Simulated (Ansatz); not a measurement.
Geometry relaxation of Y18Mg (part 3 of 3)

Continued. System: Y18Mg (slab, 19 atoms in the cell). Method: DFT PBE-D3(BJ), scalar-relativistic, plane waves, PAW, no spin polarisation (Ansatz 0.2.0); cutoff 420 eV, 3×2×1 k-mesh, Fermi–Dirac smearing of 0.15 eV. The input holds or restrains some coordinates. Forces given for the steps count only the free coordinates. It belongs to a series of runs on one base structure; here: end point A relaxed.

Geometry of the input (Å; fractional positions):
```
7.3000  0.0000  0.0000
5.4750  9.4830  0.0000
0.0000  0.0000  16.7341
Y  0.0000  0.0000  0.0598
Y  0.5000  0.0000  0.0598
Y  -0.0000  0.3333  0.0598
Y  0.5000  0.3333  0.0598
Y  -0.0000  0.6667  0.0598
Y  0.5000  0.6667  0.0598
Y  -0.1667  0.2222  0.2311
Y  0.3333  0.2222  0.2311
Y  -0.1667  0.5556  0.2311
Y  0.3333  0.5556  0.2311
Y  -0.1667  0.8889  0.2311
Y  0.3333  0.8889  0.2311
Y  0.0000  0.0000  0.4024
Y  0.5000  0.0000  0.4024
Y  -0.0000  0.3333  0.4024
Y  0.5000  0.3333  0.4024
Y  -0.0000  0.6667  0.4024
Y  0.5000  0.6667  0.4024
Mg 0.7584  0.4865  0.5775
```

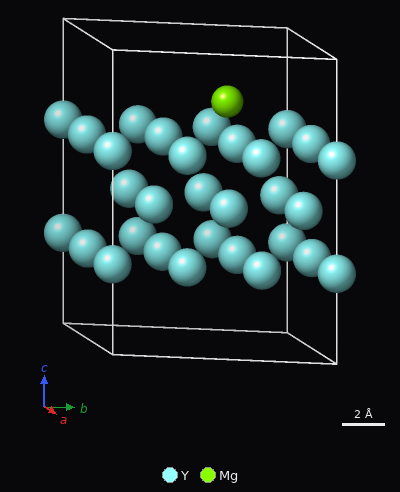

Fig. 1: The geometry at step 10 of the log (spheres-only view of the cell of the calculation, with the vacuum cut short, seen slightly off an axis).

Trajectory as extended XYZ, continued:
```
19
Lattice="7.3000 0.0000 0.0000 5.4750 9.4830 0.0000 0.0000 0.0000 16.7341" Properties=species:S:1:pos:R:3:forces:R:3 step=5 energy=-71197.05936
Y     0.0000    0.0000    1.0000   -0.0275  -0.0086   0.0231
Y     3.6500    0.0000    1.0000    0.0237  -0.0125   0.0283
Y     1.8250    3.1610    1.0000    0.0267  -0.0317   0.0202
Y     5.4750    3.1610    1.0000   -0.0064   0.0110  -0.0232
Y     3.6500    6.3220    1.0000    0.0013   0.0176  -0.0314
Y     7.3000    6.3220    1.0000   -0.0214   0.0138   0.0179
Y    -0.0199    2.1018    3.7625   -0.0022   0.0009   0.0007
Y     3.6898    2.0952    3.7714    0.0052   0.0027   0.0035
Y     1.8302    5.2761    3.7372   -0.0091   0.0009  -0.0039
Y     5.4410    5.2520    3.7751    0.0018   0.0046   0.0026
Y     3.6514    8.4057    3.8038    0.0058  -0.0100   0.0058
Y     7.3021    8.4679    3.7662   -0.0010   0.0009   0.0000
Y    -0.0068    0.0154    6.5766   -0.0036  -0.0065  -0.0082
Y     3.6504   -0.0113    6.5885    0.0040   0.0024   0.0031
Y     1.8305    3.1563    6.4242    0.0085  -0.0122  -0.0026
Y     5.5619    3.2086    6.6550    0.0004  -0.0015  -0.0005
Y     3.5717    6.2651    6.6418   -0.0047  -0.0066   0.0109
Y     7.2949    6.3248    6.4310   -0.0210   0.0130  -0.0130
Mg    8.2558    4.7475    9.0174    0.0195   0.0219  -0.0332
19
Lattice="7.3000 0.0000 0.0000 5.4750 9.4830 0.0000 0.0000 0.0000 16.7341" Properties=species:S:1:pos:R:3:forces:R:3 step=6 energy=-71197.06314
Y     0.0000    0.0000    1.0000   -0.0303  -0.0084   0.0222
Y     3.6500    0.0000    1.0000    0.0255  -0.0125   0.0264
Y     1.8250    3.1610    1.0000    0.0278  -0.0340   0.0192
Y     5.4750    3.1610    1.0000   -0.0070   0.0114  -0.0261
Y     3.6500    6.3220    1.0000   -0.0018   0.0168  -0.0361
Y     7.3000    6.3220    1.0000   -0.0236   0.0143   0.0166
Y    -0.0213    2.1019    3.7614   -0.0023   0.0006  -0.0004
Y     3.6909    2.0944    3.7718    0.0031   0.0004  -0.0001
Y     1.8276    5.2752    3.7354   -0.0076   0.0012  -0.0022
Y     5.4375    5.2513    3.7732    0.0033   0.0026   0.0010
Y     3.6505    8.4029    3.8045    0.0056  -0.0046   0.0035
Y     7.3018    8.4707    3.7639   -0.0020   0.0005  -0.0008
Y    -0.0092    0.0149    6.5743   -0.0025  -0.0063  -0.0094
Y     3.6491   -0.0138    6.5907    0.0027  -0.0011   0.0033
Y     1.8303    3.1530    6.4211    0.0070  -0.0050   0.0056
Y     5.5631    3.2103    6.6545   -0.0102  -0.0023   0.0071
Y     3.5652    6.2618    6.6426   -0.0006  -0.0013  -0.0065
Y     7.2879    6.3294    6.4204   -0.0094   0.0045   0.0048
Mg    8.3340    4.8061    9.0025    0.0225   0.0232  -0.0281
19
Lattice="7.3000 0.0000 0.0000 5.4750 9.4830 0.0000 0.0000 0.0000 16.7341" Properties=species:S:1:pos:R:3:forces:R:3 step=7 energy=-71197.06961
Y     0.0000    0.0000    1.0000   -0.0337  -0.0066   0.0218
Y     3.6500    0.0000    1.0000    0.0278  -0.0128   0.0239
Y     1.8250    3.1610    1.0000    0.0277  -0.0376   0.0189
Y     5.4750    3.1610    1.0000   -0.0080   0.0111  -0.0288
Y     3.6500    6.3220    1.0000   -0.0065   0.0143  -0.0410
Y     7.3000    6.3220    1.0000   -0.0276   0.0147   0.0131
Y    -0.0245    2.1023    3.7608   -0.0008  -0.0005  -0.0014
Y     3.6916    2.0930    3.7732   -0.0019  -0.0012  -0.0028
Y     1.8219    5.2734    3.7334   -0.0021   0.0007   0.0015
Y     5.4338    5.2497    3.7708    0.0042  -0.0018   0.0007
Y     3.6497    8.3993    3.8043    0.0013   0.0047  -0.0019
Y     7.3010    8.4733    3.7611   -0.0029  -0.0023   0.0020
Y    -0.0136    0.0122    6.5685   -0.0022  -0.0018  -0.0066
Y     3.6466   -0.0193    6.5947    0.0019  -0.0109   0.0041
Y     1.8290    3.1477    6.4204    0.0014   0.0099   0.0219
Y     5.5589    3.2106    6.6578   -0.0248  -0.0029   0.0083
Y     3.5564    6.2577    6.6362    0.0176   0.0146  -0.0436
Y     7.2771    6.3343    6.4116    0.0056  -0.0045   0.0110
Mg    8.4848    4.9206    8.9770    0.0232   0.0129  -0.0011
19
Lattice="7.3000 0.0000 0.0000 5.4750 9.4830 0.0000 0.0000 0.0000 16.7341" Properties=species:S:1:pos:R:3:forces:R:3 step=9 energy=-71197.08558
Y     0.0000    0.0000    1.0000   -0.0227   0.0055   0.0209
Y     3.6500    0.0000    1.0000    0.0145  -0.0071   0.0183
Y     1.8250    3.1610    1.0000    0.0172  -0.0383   0.0117
Y     5.4750    3.1610    1.0000   -0.0116  -0.0018  -0.0196
Y     3.6500    6.3220    1.0000   -0.0028   0.0107  -0.0422
Y     7.3000    6.3220    1.0000   -0.0225   0.0143  -0.0026
Y    -0.0256    2.1067    3.7678   -0.0004   0.0003   0.0012
Y     3.6777    2.0931    3.7821   -0.0007   0.0002   0.0004
Y     1.8207    5.2685    3.7303   -0.0025  -0.0003   0.0034
Y     5.4477    5.2448    3.7638    0.0050   0.0012  -0.0011
Y     3.6474    8.4154    3.7870    0.0002   0.0021  -0.0033
Y     7.2965    8.4638    3.7663   -0.0007  -0.0024   0.0005
Y    -0.0185    0.0105    6.5572   -0.0002   0.0011   0.0031
Y     3.6463   -0.0395    6.6034    0.0018  -0.0002  -0.0017
Y     1.8194    3.1603    6.4551    0.0010   0.0154   0.0220
Y     5.5135    3.2041    6.6619   -0.0157  -0.0042  -0.0063
Y     3.5858    6.2806    6.5523    0.0078   0.0046  -0.0138
Y     7.2877    6.3220    6.4306    0.0125  -0.0091   0.0224
Mg    8.8182    5.1395    8.9873    0.0201   0.0080  -0.0134
19
Lattice="7.3000 0.0000 0.0000 5.4750 9.4830 0.0000 0.0000 0.0000 16.7341" Properties=species:S:1:pos:R:3:forces:R:3 step=10 energy=-71197.09006
Y     0.0000    0.0000    1.0000   -0.0128   0.0124   0.0238
Y     3.6500    0.0000    1.0000    0.0065  -0.0028   0.0194
Y     1.8250    3.1610    1.0000    0.0101  -0.0351   0.0118
Y     5.4750    3.1610    1.0000   -0.0111  -0.0079  -0.0080
Y     3.6500    6.3220    1.0000    0.0011   0.0080  -0.0342
Y     7.3000    6.3220    1.0000   -0.0153   0.0147  -0.0089
Y    -0.0236    2.1096    3.7741    0.0014  -0.0009   0.0014
Y     3.6697    2.0954    3.7874   -0.0014  -0.0001   0.0001
Y     1.8217    5.2670    3.7333    0.0024   0.0012  -0.0048
Y     5.4611    5.2454    3.7616    0.0023  -0.0020  -0.0039
Y     3.6482    8.4267    3.7771   -0.0005   0.0046   0.0000
Y     7.2954    8.4561    3.7727   -0.0008  -0.0020   0.0019
Y    -0.0170    0.0122    6.5577   -0.0009  -0.0007   0.0019
Y     3.6501   -0.0462    6.6063    0.0031  -0.0013  -0.0013
Y     1.8171    3.1740    6.4819    0.0037  -0.0152  -0.0255
Y     5.4866    3.1998    6.6582    0.0014   0.0055  -0.0020
Y     3.6108    6.2972    6.5075    0.0030   0.0020  -0.0117
Y     7.3034    6.3125    6.4566   -0.0112   0.0129  -0.0249
Mg    8.9863    5.2361    8.9660    0.0190   0.0067   0.0648
19
Lattice="7.3000 0.0000 0.0000 5.4750 9.4830 0.0000 0.0000 0.0000 16.7341" Properties=species:S:1:pos:R:3:forces:R:3 step=11 energy=-71197.09080
Y     0.0000    0.0000    1.0000   -0.0055   0.0179   0.0221
Y     3.6500    0.0000    1.0000    0.0018   0.0006   0.0159
Y     1.8250    3.1610    1.0000    0.0054  -0.0339   0.0106
Y     5.4750    3.1610    1.0000   -0.0095  -0.0144  -0.0050
Y     3.6500    6.3220    1.0000    0.0043   0.0086  -0.0355
Y     7.3000    6.3220    1.0000   -0.0093   0.0159  -0.0200
Y    -0.0215    2.1119    3.7778    0.0007  -0.0041  -0.0041
Y     3.6657    2.0971    3.7904   -0.0001  -0.0040  -0.0067
Y     1.8230    5.2667    3.7318    0.0049   0.0007  -0.0093
Y     5.4715    5.2457    3.7559   -0.0042  -0.0030   0.0019
Y     3.6490    8.4353    3.7696    0.0008   0.0015   0.0029
Y     7.2958    8.4505    3.7754   -0.0033   0.0085   0.0018
Y    -0.0160    0.0127    6.5574    0.0019  -0.0011   0.0004
Y     3.6546   -0.0517    6.6075    0.0002   0.0043  -0.0039
Y     1.8180    3.1835    6.4921    0.0039   0.0121   0.0410
Y     5.4696    3.2005    6.6511    0.0006  -0.0015  -0.0021
Y     3.6248    6.3059    6.4743    0.0159   0.0091  -0.0159
Y     7.3144    6.3089    6.4676    0.0143  -0.0030   0.0475
Mg    9.1513    5.3283    9.0053   -0.0226  -0.0142  -0.0415
19
Lattice="7.3000 0.0000 0.0000 5.4750 9.4830 0.0000 0.0000 0.0000 16.7341" Properties=species:S:1:pos:R:3:forces:R:3 step=13 energy=-71197.09200
Y     0.0000    0.0000    1.0000   -0.0044   0.0175   0.0228
Y     3.6500    0.0000    1.0000    0.0025   0.0001   0.0179
Y     1.8250    3.1610    1.0000    0.0068  -0.0322   0.0099
Y     5.4750    3.1610    1.0000   -0.0076  -0.0124  -0.0043
Y     3.6500    6.3220    1.0000    0.0069   0.0091  -0.0327
Y     7.3000    6.3220    1.0000   -0.0083   0.0174  -0.0173
Y    -0.0191    2.1117    3.7774    0.0003  -0.0003  -0.0004
Y     3.6678    2.0982    3.7889    0.0003  -0.0006  -0.0008
Y     1.8253    5.2681    3.7325    0.0007   0.0003  -0.0017
Y     5.4733    5.2467    3.7578   -0.0003  -0.0003   0.0010
Y     3.6509    8.4364    3.7704    0.0002   0.0007   0.0001
Y     7.2967    8.4522    3.7771    0.0001   0.0011   0.0006
Y    -0.0126    0.0144    6.5591    0.0008   0.0005   0.0003
Y     3.6580   -0.0466    6.6059    0.0005   0.0014  -0.0009
Y     1.8224    3.1837    6.4934    0.0011  -0.0003   0.0049
Y     5.4758    3.2027    6.6522    0.0011   0.0001   0.0002
Y     3.6298    6.3087    6.4765    0.0019   0.0015  -0.0009
Y     7.3187    6.3113    6.4747    0.0020   0.0000   0.0054
Mg    9.1279    5.3012    8.9929   -0.0045  -0.0036  -0.0041
19
Lattice="7.3000 0.0000 0.0000 5.4750 9.4830 0.0000 0.0000 0.0000 16.7341" Properties=species:S:1:pos:R:3:forces:R:3 step=14 energy=-71197.09207
Y     0.0000    0.0000    1.0000   -0.0045   0.0168   0.0237
Y     3.6500    0.0000    1.0000    0.0041  -0.0003   0.0189
Y     1.8250    3.1610    1.0000    0.0083  -0.0319   0.0106
Y     5.4750    3.1610    1.0000   -0.0066  -0.0107  -0.0041
Y     3.6500    6.3220    1.0000    0.0073   0.0093  -0.0319
Y     7.3000    6.3220    1.0000   -0.0084   0.0174  -0.0149
Y    -0.0183    2.1117    3.7771    0.0000  -0.0006  -0.0006
Y     3.6700    2.0985    3.7884   -0.0001  -0.0006  -0.0010
Y     1.8260    5.2686    3.7331    0.0016   0.0001  -0.0006
Y     5.4730    5.2474    3.7593   -0.0013  -0.0001  -0.0002
Y     3.6520    8.4356    3.7717    0.0001  -0.0010   0.0017
Y     7.2980    8.4532    3.7770   -0.0005   0.0014  -0.0003
Y    -0.0108    0.0150    6.5600    0.0000  -0.0002  -0.0007
Y     3.6595   -0.0444    6.6053    0.0000   0.0006   0.0000
Y     1.8245    3.1815    6.4906   -0.0001   0.0008   0.0004
Y     5.4809    3.2036    6.6538   -0.0001  -0.0010  -0.0003
Y     3.6287    6.3078    6.4841   -0.0005  -0.0005  -0.0013
Y     7.3192    6.3124    6.4733   -0.0002   0.0003   0.0018
Mg    9.1033    5.2817    8.9928    0.0007   0.0001  -0.0012
```

Key numbers:

```json
{"quantity": "outcome", "value": "converged under the restraints of the input"}
{"quantity": "electrons treated", "value": "208"}
{"quantity": "free energy", "value": "−71197.0921 eV"}
{"quantity": "Fermi energy", "value": "3.465 eV"}
{"quantity": "final volume", "value": "1158.43 Å³"}
{"quantity": "largest force (length of the vector) at the end, held atoms and coordinates included", "value": "0.035 eV/Å"}
{"quantity": "hardware", "value": "4 threads of AMD EPYC (Zen 5), 16 GiB of memory available, shared host"}
{"quantity": "wall time", "value": "76 s (CPU time 3.9 min)"}
{"quantity": "peak memory", "value": "2.9 GiB"}
```
